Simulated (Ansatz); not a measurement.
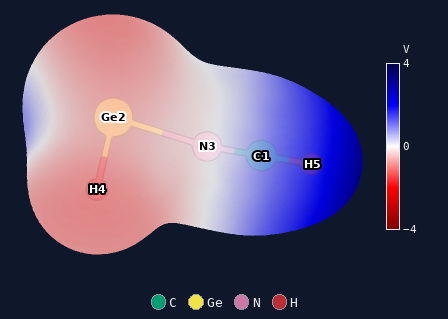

The picture shows: CH₂GeN (doublet). The molecular electrostatic potential painted on the density surface at 0.002 e/bohr³, seen at a tilt; the colour scale runs from red (negative) to blue (positive).

Geometry: B3LYP/6-31G*.

Computed with isolated molecule in a Gaussian basis; Kohn-Sham density functional theory, functional PBE0 in Ansatz 0.2.0.

```xyz
5

C     1.8817   -0.0063    0.6323
Ge   -1.1257   -1.1269    0.3889
N     0.8335   -0.4832    0.4784
H    -0.5827   -2.2521   -0.6283
H     2.8475    0.4316    0.7731
```

Where is the surface potential most negative and most positive?

Answer. The most negative region (about −0.8 V) lies over Ge2 and H4, the most positive (about +3.2 V) over H5.

How polar is the molecule by this calculation?

Answer. Its dipole moment is 4.37 D.
